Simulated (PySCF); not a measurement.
```xyz
21

C    -1.5275    0.7697    1.1479
C    -1.6302    0.2506   -0.2853
C    -3.0278   -0.3049   -0.5445
Si   -0.2922   -1.0628   -0.6591
C     1.4082   -0.3211   -0.3884
C     2.2908   -0.5456    0.6268
C     3.4896    0.1903    0.5176
C     3.5119    0.9761   -0.5889
S     2.0691    0.8271   -1.5089
H    -2.2852    1.5300    1.3356
H    -0.5497    1.2096    1.3337
H    -1.6787   -0.0394    1.8597
H    -1.4797    1.1029   -0.9580
H    -3.7855    0.4556   -0.3590
H    -3.2307   -1.1506    0.1091
H    -3.1263   -0.6421   -1.5736
H    -0.4209   -2.2034    0.2551
H    -0.4084   -1.4978   -2.0556
H     2.0823   -1.2262    1.4331
H     4.2951    0.1360    1.2285
H     4.2869    1.6355   -0.9262
```

Geometry: GFN2-xTB.

Level of theory: PySCF, PBE0/pcSseg-1, SCF density, gas phase, non-relativistic.

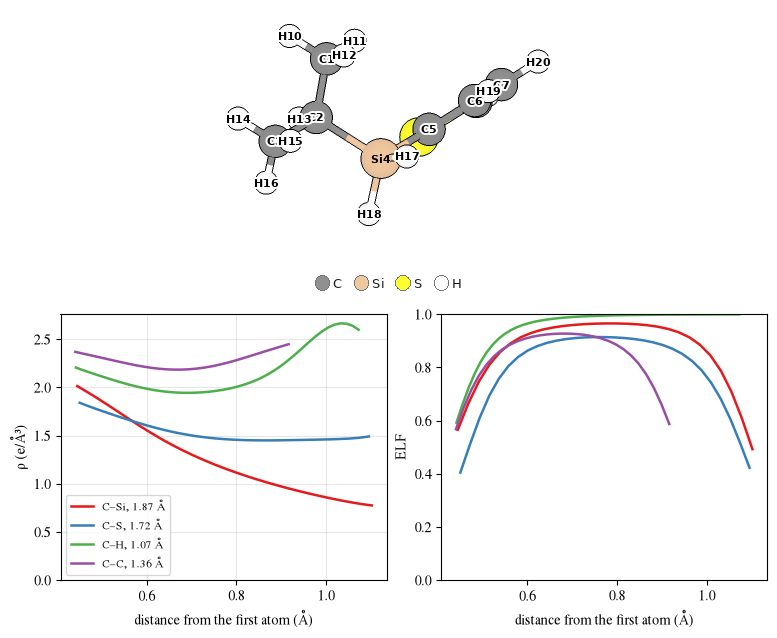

C$_{7}$H$_{12}$SSi (SMILES CC(C)[SiH2]c1cccs1). Electron density and electron localisation function along straight lines between neighbouring atoms. The curves leave out the atomic cores. The structure is drawn too.

**What can be read from the curves?**

C–Si (1.87 Å): ρ is about 0.93 e/Å³ halfway; the ELF peaks at about 0.95 between the atoms; a shared electron pair.
C–S (1.72 Å): the density is about 1.5 e/Å³ at the midpoint; the ELF peaks at about 0.90 between the atoms: a covalent bond.
C–H (1.07 Å): ρ is about 2.1 e/Å³ halfway; the ELF climbs to about 1 towards the hydrogen, as it does in any bond to H: an ordinary covalent bond to hydrogen.
C–C (1.36 Å): the density is about 2.2 e/Å³ at the midpoint; the ELF peaks at about 0.95 between the atoms, as expected for localised, covalent bonding.
